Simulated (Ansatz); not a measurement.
# Ir(111) with 4 thermally displaced layers, 2x2: scattering by thermal displacements, part 2 of 2

How much do lattice vibrations at 500 K scatter the electrons of Ir? Layers with random displacements are laid between perfect leads, and the resistance is followed against their length.

Ansatz 0.2.0; Ansatz plane-wave DFT, PBE, PAW files; ballistic transport by layer matching (Landauer), zero bias; PAW set soft_1.

So far, open channels per spin nearest the Fermi level: step 2 (with 4 displaced layers) 5.78.

### Step 3. With 8 displaced layers

System of this step: Ir(111) with 8 thermally displaced layers, 2x2. The cell holds 56 atoms: 56 Ir. Cell: a = 5.430 Å, b = 5.430 Å, c = 31.073 Å, α = 87.5°, β = 92.5°, γ = 120.0°. It derives from Ir. Regions: lead, 24 atoms (24 Ir); scattering region, 32 atoms (32 Ir). The structure is stacked along c, and the current runs across the ab planes.

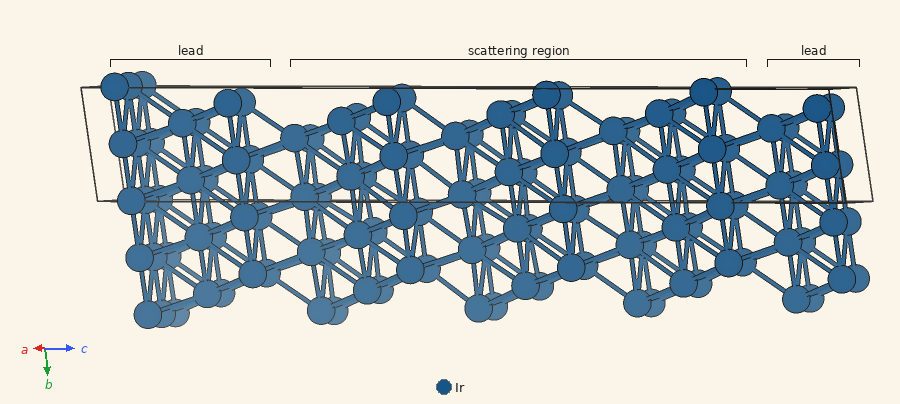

The cell of this step (iridium blue). 1×2×1 cells are drawn. Some periodic images of atoms are drawn too.

Input file input.yaml:

```yaml
crystal:
  lattice:
    - [5.4297315514, 0.0, 0.0]
    - [-2.7148657757, 4.7022854592, 0.0]
    - [-1.3574328878, 0.7837142432, 31.0335007294]
  atoms:
    - { symbol: Ir, position: [0.005952381, 0.994047619, 0.0357142857] }
    - { symbol: Ir, position: [0.005952381, 0.494047619, 0.0357142857] }
    - { symbol: Ir, position: [0.505952381, 0.994047619, 0.0357142857] }
    - { symbol: Ir, position: [0.505952381, 0.494047619, 0.0357142857] }
    - { symbol: Ir, position: [0.1845238095, 0.3154761905, 0.1071428571] }
    - { symbol: Ir, position: [0.1845238095, 0.8154761905, 0.1071428571] }
    - { symbol: Ir, position: [0.6845238095, 0.3154761905, 0.1071428571] }
    - { symbol: Ir, position: [0.6845238095, 0.8154761905, 0.1071428571] }
    - { symbol: Ir, position: [0.3630952381, 0.1369047619, 0.1785714286] }
    - { symbol: Ir, position: [0.3630952381, 0.6369047619, 0.1785714286] }
    - { symbol: Ir, position: [0.8630952381, 0.1369047619, 0.1785714286] }
    - { symbol: Ir, position: [0.8630952381, 0.6369047619, 0.1785714286] }
    - { symbol: Ir, position: [0.0638167615, 0.9713247386, 0.2505386365] }
    - { symbol: Ir, position: [0.0314006599, 0.4581241243, 0.2509894257] }
    - { symbol: Ir, position: [0.532641495, 0.9621555843, 0.2506478819] }
    - { symbol: Ir, position: [0.5416071961, 0.4467212726, 0.2490026953] }
    - { symbol: Ir, position: [0.2110975173, 0.2676891034, 0.3240501115] }
    - { symbol: Ir, position: [0.2175373543, 0.7830990784, 0.3210388561] }
    - { symbol: Ir, position: [0.7406043579, 0.2927362797, 0.3223831477] }
    - { symbol: Ir, position: [0.7016870131, 0.780107691, 0.3224590094] }
    - { symbol: Ir, position: [0.4048424595, 0.0945865465, 0.3956032415] }
    - { symbol: Ir, position: [0.3843798133, 0.5943754556, 0.3942664313] }
    - { symbol: Ir, position: [0.9092382263, 0.1210606776, 0.3931412752] }
    - { symbol: Ir, position: [0.8912031502, 0.5977089899, 0.3912125895] }
    - { symbol: Ir, position: [0.0696559964, 0.9287436876, 0.4651616356] }
    - { symbol: Ir, position: [0.0852039174, 0.414688777, 0.4668315029] }
    - { symbol: Ir, position: [0.5826268328, 0.9383882106, 0.4636334282] }
    - { symbol: Ir, position: [0.5725467055, 0.424844535, 0.4658402995] }
    - { symbol: Ir, position: [0.2540903556, 0.2385603445, 0.5336928265] }
    - { symbol: Ir, position: [0.2466280109, 0.748799132, 0.5372059612] }
    - { symbol: Ir, position: [0.7494131229, 0.2331417365, 0.5370301172] }
    - { symbol: Ir, position: [0.7415323441, 0.7367988194, 0.5366502713] }
    - { symbol: Ir, position: [0.4169160107, 0.0694654683, 0.6062662198] }
    - { symbol: Ir, position: [0.4351394456, 0.5646724261, 0.6074474799] }
    - { symbol: Ir, position: [0.9370888199, 0.0575758324, 0.6092845325] }
    - { symbol: Ir, position: [0.9452674261, 0.5735760873, 0.6088985166] }
    - { symbol: Ir, position: [0.124096683, 0.8952817216, 0.6786853617] }
    - { symbol: Ir, position: [0.0999397135, 0.3857547841, 0.6774116317] }
    - { symbol: Ir, position: [0.6019819666, 0.8896183783, 0.6777145223] }
    - { symbol: Ir, position: [0.599104368, 0.3764627309, 0.6789759814] }
    - { symbol: Ir, position: [0.3013300234, 0.2214911531, 0.7499790281] }
    - { symbol: Ir, position: [0.3079043317, 0.7219925742, 0.7517335064] }
    - { symbol: Ir, position: [0.7774874433, 0.2204695902, 0.7505118684] }
    - { symbol: Ir, position: [0.7972595634, 0.7119297402, 0.7505768838] }
    - { symbol: Ir, position: [0.4702380952, 0.0297619048, 0.8214285714] }
    - { symbol: Ir, position: [0.4702380952, 0.5297619048, 0.8214285714] }
    - { symbol: Ir, position: [0.9702380952, 0.0297619048, 0.8214285714] }
    - { symbol: Ir, position: [0.9702380952, 0.5297619048, 0.8214285714] }
    - { symbol: Ir, position: [0.1488095238, 0.8511904762, 0.8928571429] }
    - { symbol: Ir, position: [0.1488095238, 0.3511904762, 0.8928571429] }
    - { symbol: Ir, position: [0.6488095238, 0.8511904762, 0.8928571429] }
    - { symbol: Ir, position: [0.6488095238, 0.3511904762, 0.8928571429] }
    - { symbol: Ir, position: [0.3273809524, 0.1726190476, 0.9642857143] }
    - { symbol: Ir, position: [0.3273809524, 0.6726190476, 0.9642857143] }
    - { symbol: Ir, position: [0.8273809524, 0.1726190476, 0.9642857143] }
    - { symbol: Ir, position: [0.8273809524, 0.6726190476, 0.9642857143] }
kpoints:
  mp_grid: { grid: [5, 5, 1] }
hamiltonian:
  xc: pbe
  pseudopotentials: { kind: paw, azcp: { folder: soft_1 } }
scf:
  occupations: { method: fermi_dirac, width: 0.1 }
output:
  transmission:
    leads: [[0, 4]]
    kmesh: [10, 10]
    e_range: [-0.05, 0.05]
    de: 0.05
  write_potential: true
  write_density: true
  volumetric_format: npy
```

Started as:

```bash
$ ansatz run input.yaml --threads 4 --pin off --max-ram 15360MiB --backend cpu --events-out ev --progress --plain --runs-dir out
```

Numbers of over 12 decimals in the logs are rounded to 6 here.

Log:

```text
[...]
Crystal: 56 atoms, lattice volume = 792.352 Å³
Basis set: ecut = 420 eV, 15385 PW (Γ)
Bands: 572, of which v1, the nominal top of the filled ones, is band 476 counted from 1 (475 counted from 0)
Symmetry: 1 space group operations
[...]
k-points: 13 of 25 (time reversal used)
[...]
SCF iter   1: F=—  HF=-668465.765627 eV  |F-HF|=—  |Δ(HF+E_count)|=         —  Δρ=4.95e-2  dr2=1.39e1  ethr=3.10e-3  ⟨swp⟩=5.0  Hψ=23411  notcnv=0  defer=93
[...]
SCF iter   8: F=-668461.418976 eV  HF=-668461.418976 eV  |F-HF|=3.45e-8  |Δ(HF+E_count)|=   1.06e-7  Δρ=1.97e-6  dr2=4.99e-8  ethr=1.05e-11  ⟨swp⟩=7.0  Hψ=20575  notcnv=0
SCF 1 converged in 8 iterations: F = -668461.418976 eV  dr2 = 4.99e-8
[...]
transmission: 300 of 2964 steps passed
transmission: 594 of 2964 steps passed
[...]
transmission: 2964 of 2964 steps passed
SCF converged after 8 iterations
Free energy (F): -668461.418976 eV
[...]
Internal energy: -668459.680708 eV  (E = F + TS)
E sigma→0 (E₀):  -668460.549842 eV
Entropy (-TS):   -1.738267 eV (-31.040 meV/atom)
Fermi energy:    25.831347 eV
[...]
--- Band table (eV; the first three rows and the last of 13) ---
  k-point 0: bands = [... 472 lower, 26.6557, 26.6697, 26.6786, 26.6885, 26.6890, 26.6973, 26.7018, 26.7083, ... 92 higher]
  k-point 1: bands = [... 472 lower, 26.1124, 26.1259, 26.1489, 26.1631, 26.1823, 26.1931, 26.2121, 26.2371, ... 92 higher]
  k-point 2: bands = [... 472 lower, 25.1276, 25.1717, 25.2278, 25.3347, 25.3697, 25.4152, 25.4774, 25.5004, ... 92 higher]
  k-point 12: bands = [... 472 lower, 25.7518, 25.7807, 25.8145, 25.8352, 25.8625, 25.8724, 25.8978, 25.9136, ... 92 higher]
--- Transmission ---
  basis      : 223 plane waves across, 57 finite elements along
  points     : 52, standing for a mesh of 10 x 10
[...]
channels       : 5.780000e0 a spin
[...]
junction   : crystal 0 to crystal 0, 0.70 to 29.51 Å
    transmission   : 4.784107e0 a spin
[...]
```

Run time: 17 min. Hardware: 4 threads of Arm Neoverse V1, shared host; peak memory 8.8 GiB; 64 min of CPU time.

Numbers from this step:

| Item | Value |
| --- | --- |
| free energy | -668461.4190 eV |
| energy at zero smearing | -668460.5498 eV |
| transmission per spin nearest the Fermi level | 4.784 |
| step of the lead's potential | 4.3 meV |

Per spin. The transmission, zone mean by energy, zero at the Fermi level:

| energy (eV) | transmission, zone mean |
| --- | --- |
| -0.0500 | 4.90 |
| 0.0000 | 4.78 |
| 0.0500 | 5.03 |

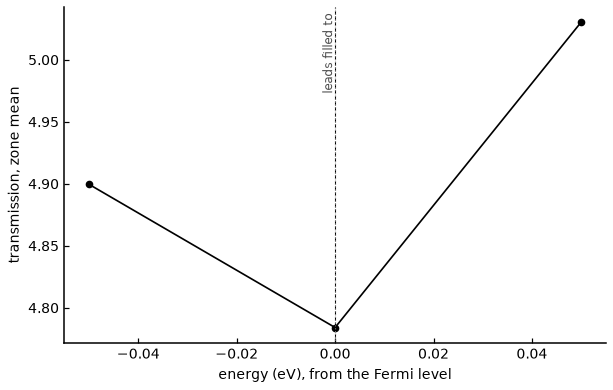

Transmission, zone mean against energy.

Over the solved energies the transmission per spin lies between 4.78 and 5.03, out of 5.94 channels of the lead on average (up to 6.14).

### Step 4. With 12 displaced layers

System of this step: Ir(111) with 12 thermally displaced layers, 2x2. The cell holds 72 atoms: 72 Ir. Cell: a = 5.430 Å, b = 5.430 Å, c = 39.900 Å, α = 90.0°, β = 90.0°, γ = 120.0°. It derives from Ir. Regions: lead, 24 atoms (24 Ir); scattering region, 48 atoms (48 Ir). The structure is stacked along c, and the current runs across the ab planes.

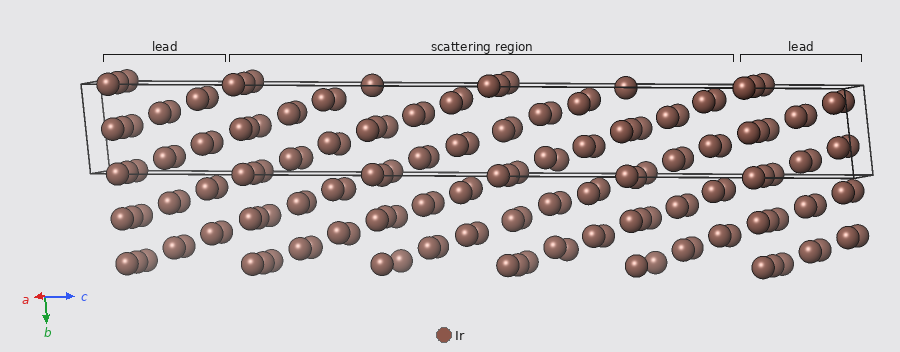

The cell of this step (iridium brown). 1×2×1 cells are drawn. Some periodic images of atoms are drawn too.

Input file input.yaml:

```yaml
crystal:
  lattice:
    - [5.4297315514, 0.0, 0.0]
    - [-2.7148657757, 4.7022854592, 0.0]
    - [0.0, 0.0, 39.9002152235]
  atoms:
    - { symbol: Ir, position: [0.0, 0.0, 0.0277777778] }
    - { symbol: Ir, position: [0.0, 0.5, 0.0277777778] }
    - { symbol: Ir, position: [0.5, 0.0, 0.0277777778] }
    - { symbol: Ir, position: [0.5, 0.5, 0.0277777778] }
    - { symbol: Ir, position: [0.1666666667, 0.3333333333, 0.0833333333] }
    - { symbol: Ir, position: [0.1666666667, 0.8333333333, 0.0833333333] }
    - { symbol: Ir, position: [0.6666666667, 0.3333333333, 0.0833333333] }
    - { symbol: Ir, position: [0.6666666667, 0.8333333333, 0.0833333333] }
    - { symbol: Ir, position: [0.3333333333, 0.1666666667, 0.1388888889] }
    - { symbol: Ir, position: [0.3333333333, 0.6666666667, 0.1388888889] }
    - { symbol: Ir, position: [0.8333333333, 0.1666666667, 0.1388888889] }
    - { symbol: Ir, position: [0.8333333333, 0.6666666667, 0.1388888889] }
    - { symbol: Ir, position: [0.0009664803, 0.9964299327, 0.1922152507] }
    - { symbol: Ir, position: [0.9950644696, 0.4920053765, 0.195710667] }
    - { symbol: Ir, position: [0.4979276528, 0.0008303193, 0.1934484931] }
    - { symbol: Ir, position: [0.4955440115, 0.499885282, 0.192703212] }
    - { symbol: Ir, position: [0.1687292994, 0.3322782455, 0.2486100389] }
    - { symbol: Ir, position: [0.1485593232, 0.8384366008, 0.2496511568] }
    - { symbol: Ir, position: [0.660926541, 0.3309843318, 0.2521293656] }
    - { symbol: Ir, position: [0.6666684643, 0.8341949247, 0.2482567774] }
    - { symbol: Ir, position: [0.3520869947, 0.1757928086, 0.3068062709] }
    - { symbol: Ir, position: [0.3383029253, 0.6757845209, 0.3059903983] }
    - { symbol: Ir, position: [0.8378585748, 0.1651528217, 0.303827789] }
    - { symbol: Ir, position: [0.8325727371, 0.6474198573, 0.3052742896] }
    - { symbol: Ir, position: [0.9930515903, 0.9896267964, 0.3618298453] }
    - { symbol: Ir, position: [0.9961015717, 0.4956545236, 0.3617204961] }
    - { symbol: Ir, position: [0.5028026369, 0.0138160158, 0.3615231047] }
    - { symbol: Ir, position: [0.4862442929, 0.4806606315, 0.3595780962] }
    - { symbol: Ir, position: [0.1757772224, 0.3328299808, 0.416334773] }
    - { symbol: Ir, position: [0.1744428683, 0.8205749765, 0.4159801288] }
    - { symbol: Ir, position: [0.6655117913, 0.3391655593, 0.4158888369] }
    - { symbol: Ir, position: [0.6533994186, 0.8173671065, 0.4175216472] }
    - { symbol: Ir, position: [0.3379083883, 0.1619282048, 0.4724136976] }
    - { symbol: Ir, position: [0.3198516224, 0.6619735983, 0.4738375265] }
    - { symbol: Ir, position: [0.8459930048, 0.1896475727, 0.4712994348] }
    - { symbol: Ir, position: [0.8373597119, 0.6647219939, 0.4728855027] }
    - { symbol: Ir, position: [0.9971467947, 0.9944178303, 0.5267607132] }
    - { symbol: Ir, position: [0.0260269357, 0.499230658, 0.5254137454] }
    - { symbol: Ir, position: [0.4977849818, 0.0067443791, 0.5271916424] }
    - { symbol: Ir, position: [0.5167045907, 0.5099707343, 0.5275991987] }
    - { symbol: Ir, position: [0.1576015635, 0.3233386993, 0.5825127969] }
    - { symbol: Ir, position: [0.1599666362, 0.8453133175, 0.5851980338] }
    - { symbol: Ir, position: [0.6499689506, 0.3215792757, 0.5812601937] }
    - { symbol: Ir, position: [0.6429146073, 0.802434977, 0.5819942958] }
    - { symbol: Ir, position: [0.3427861053, 0.1632283038, 0.6398906761] }
    - { symbol: Ir, position: [0.3378778039, 0.6841798112, 0.6391224224] }
    - { symbol: Ir, position: [0.8427369966, 0.1920553196, 0.6385085265] }
    - { symbol: Ir, position: [0.8238175974, 0.668675041, 0.6388433645] }
    - { symbol: Ir, position: [0.0046018956, 0.9908326189, 0.6953877746] }
    - { symbol: Ir, position: [0.0040250861, 0.4933585953, 0.6946358074] }
    - { symbol: Ir, position: [0.5045104296, 0.0233334691, 0.6936190162] }
    - { symbol: Ir, position: [0.4907962226, 0.4893982382, 0.6940387035] }
    - { symbol: Ir, position: [0.1704346019, 0.340970439, 0.7492843565] }
    - { symbol: Ir, position: [0.1580215392, 0.819243685, 0.749030077] }
    - { symbol: Ir, position: [0.6955844417, 0.3436904534, 0.7490839749] }
    - { symbol: Ir, position: [0.6502939904, 0.823629329, 0.7499745729] }
    - { symbol: Ir, position: [0.3299304548, 0.1592626018, 0.8040473674] }
    - { symbol: Ir, position: [0.3478324875, 0.6711595272, 0.8051164678] }
    - { symbol: Ir, position: [0.8287989148, 0.1613994913, 0.8021137735] }
    - { symbol: Ir, position: [0.8290053854, 0.6560180909, 0.804380158] }
    - { symbol: Ir, position: [0.0, 0.0, 0.8611111111] }
    - { symbol: Ir, position: [0.0, 0.5, 0.8611111111] }
    - { symbol: Ir, position: [0.5, 0.0, 0.8611111111] }
    - { symbol: Ir, position: [0.5, 0.5, 0.8611111111] }
    - { symbol: Ir, position: [0.1666666667, 0.3333333333, 0.9166666667] }
    - { symbol: Ir, position: [0.1666666667, 0.8333333333, 0.9166666667] }
    - { symbol: Ir, position: [0.6666666667, 0.3333333333, 0.9166666667] }
    - { symbol: Ir, position: [0.6666666667, 0.8333333333, 0.9166666667] }
    - { symbol: Ir, position: [0.3333333333, 0.1666666667, 0.9722222222] }
    - { symbol: Ir, position: [0.3333333333, 0.6666666667, 0.9722222222] }
    - { symbol: Ir, position: [0.8333333333, 0.1666666667, 0.9722222222] }
    - { symbol: Ir, position: [0.8333333333, 0.6666666667, 0.9722222222] }
kpoints:
  mp_grid: { grid: [5, 5, 1] }
hamiltonian:
  xc: pbe
  pseudopotentials: { kind: paw, azcp: { folder: soft_1 } }
scf:
  occupations: { method: fermi_dirac, width: 0.1 }
output:
  transmission:
    leads: [[0, 4]]
    kmesh: [10, 10]
    e_range: [-0.05, 0.05]
    de: 0.05
  write_potential: true
  write_density: true
  volumetric_format: npy
```

Log:

```text
[...]
Crystal: 72 atoms, lattice volume = 1018.738 Å³
Basis set: ecut = 420 eV, 19879 PW (Γ)
Bands: 735, of which v1, the nominal top of the filled ones, is band 612 counted from 1 (611 counted from 0)
Symmetry: 1 space group operations
[...]
k-points: 13 of 25 (time reversal used)
[...]
SCF iter   1: F=—  HF=-859455.256157 eV  |F-HF|=—  |Δ(HF+E_count)|=         —  Δρ=4.94e-2  dr2=1.79e1  ethr=3.10e-3  ⟨swp⟩=5.0  Hψ=29774  notcnv=0  defer=184
[...]
SCF iter   9: F=-859449.680591 eV  HF=-859449.680591 eV  |F-HF|=2.21e-9  |Δ(HF+E_count)|=   3.03e-9  Δρ=3.51e-7  dr2=2.91e-9  ethr=4.03e-12  ⟨swp⟩=1.0  Hψ=22657  notcnv=0
SCF 1 converged in 9 iterations: F = -859449.680591 eV  dr2 = 2.91e-9
[...]
transmission: 391 of 3900 steps passed
transmission: 781 of 3900 steps passed
[...]
transmission: 3900 of 3900 steps passed
SCF converged after 9 iterations
Free energy (F): -859449.680591 eV
[...]
Internal energy: -859447.471361 eV  (E = F + TS)
E sigma→0 (E₀):  -859448.575976 eV
Entropy (-TS):   -2.209230 eV (-30.684 meV/atom)
Fermi energy:    25.836598 eV
[...]
--- Band table (eV; the first three rows and the last of 13) ---
  k-point 0: bands = [... 608 lower, 26.6529, 26.6596, 26.6696, 26.6780, 26.6821, 26.6843, 26.6919, 26.6922, ... 119 higher]
  k-point 1: bands = [... 608 lower, 26.1382, 26.1476, 26.1548, 26.1667, 26.1706, 26.1826, 26.1989, 26.2073, ... 119 higher]
  k-point 2: bands = [... 608 lower, 25.1905, 25.2385, 25.2801, 25.3052, 25.3291, 25.3621, 25.3876, 25.4381, ... 119 higher]
  k-point 12: bands = [... 608 lower, 25.8054, 25.8284, 25.8379, 25.8532, 25.8680, 25.8816, 25.8935, 25.9085, ... 119 higher]
--- Transmission ---
  basis      : 223 plane waves across, 75 finite elements along
  points     : 52, standing for a mesh of 10 x 10
[...]
channels       : 6.020000e0 a spin
[...]
junction   : crystal 0 to crystal 0, 0.70 to 38.38 Å
    transmission   : 4.303694e0 a spin
[...]
```

Wall time 31 min (4 threads); peak memory 7.6 GiB; 1.9 h of CPU time.

Numbers from this step:

* free energy: -859449.6806 eV
* energy at zero smearing: -859448.5760 eV
* Fermi energy: 25.84 eV
* transmission per spin nearest the Fermi level: 4.304
* open channels per spin nearest the Fermi level: 6.02
* step of the lead's potential: 10.1 meV

Per spin. Transmission, zone mean against energy, zero at the Fermi level:

| energy (eV) | transmission, zone mean |
| --- | --- |
| -0.0500 | 4.33 |
| 0.0000 | 4.30 |
| 0.0500 | 4.52 |

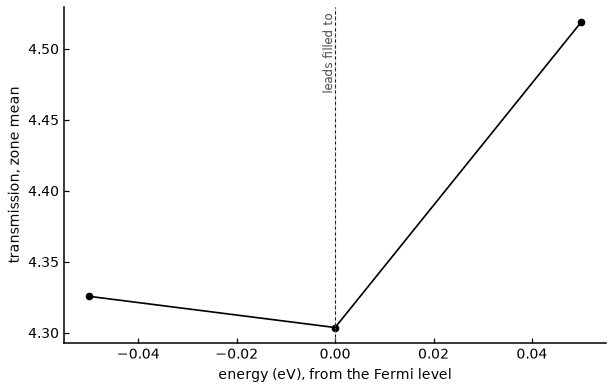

Transmission, zone mean against energy.

Over the solved energies the transmission per spin lies between 4.30 and 4.52, out of 6.06 channels of the lead on average (up to 6.26).

### Step 5. The fit

This step: Ansatz plane-wave DFT, PBE, PAW files; ballistic transport by layer matching (Landauer), zero bias; resistivity from the slope of the area resistance; PAW set soft_1 (Ansatz 0.2.0).

Numbers from this step:

| Item | Value |
| --- | --- |
| resistivity | 9.195 µΩ cm |
| intercept | -0.03963 fΩ m² |
| scatter about the fit | 0.004467 fΩ m² |

Resistance, by row:

| run | length (Å) | T | channels N | RA (fΩ m²) |
| --- | --- | --- | --- | --- |
| n4 | 8.867 | 5.494 | 5.94 | 0.04505 |
| n8 | 17.73 | 4.905 | 5.94 | 0.1171 |
| n12 | 26.6 | 4.383 | 6.06 | 0.2081 |

Table of area resistance by length of the displaced region:

| length of the displaced region (Å) | area resistance (fΩ m²) |
| --- | --- |
| 8.87 | 0.0451 |
| 17.73 | 0.117 |
| 26.60 | 0.208 |

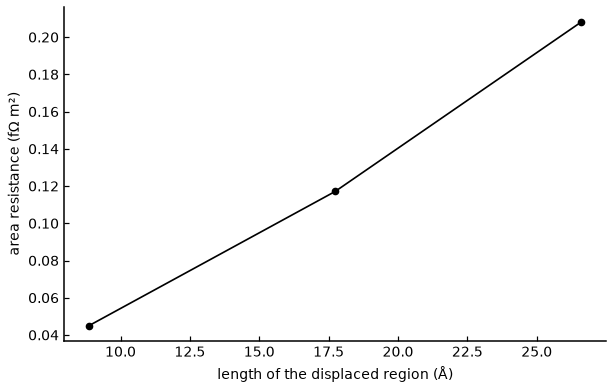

Area resistance against length of the displaced region.

The area resistance goes from 0.045 to 0.21 fΩ m² between 8.9 and 26.6 Å, a slope of 9.2 µΩ cm.

By hand from the end points: (0.2081 − 0.04505) fΩ m² / (26.60 − 8.87) Å = 9.2 µΩ cm, since 1 fΩ m² per Å is 1000 µΩ cm.

### Step 6. What came out

| Quantity | Value |
| --- | --- |
| resistivity from the slope | 9.19 µΩ cm |
| area resistance over 8.87 Å | 0.0451 fΩ m² |
| area resistance over 17.7 Å | 0.117 fΩ m² |
| area resistance over 26.6 Å | 0.208 fΩ m² |

In words: The slope gives 9.2 µΩ cm. The points scatter by 0.0045 fΩ m² about the line, with one random draw a length in a 2x2 cell, so the slope is a rough value. The mean square of the displacements drawn is 0.78, 0.99 and 1.2 of the nominal one at the three lengths; with each resistance scaled back by that, the slope is 6.7 µΩ cm, the value used below. The lead's own channel count moves between the runs (5.94, 5.94 and 6.06), which shifts RA and the slope too. Read with a model of isotropic scattering on a spherical Fermi surface and the lead's 1.8×10¹⁵ S/m², this slope means a mean free path near 68 Å; over these lengths the model's slope is 1.10 times its bulk resistivity, which would be 6.1 µΩ cm. Uncorrelated displacements put too much weight on short waves, which scatter strongly; with the sideways repeat of a small cell, one draw and three short lengths, the method is good to a factor of two or three. Spin-orbit coupling is left out, which matters for Ir.

[Logs are printed without paths, hosts, clocks, repeated set-up lines and the standing remarks that a program may print on its own settings, such as how far it seeks lower states.]

[Hosts, paths, dates, database ids (printed as entryN), source tags and the programs' standing remarks are cut or masked in the printed files.]
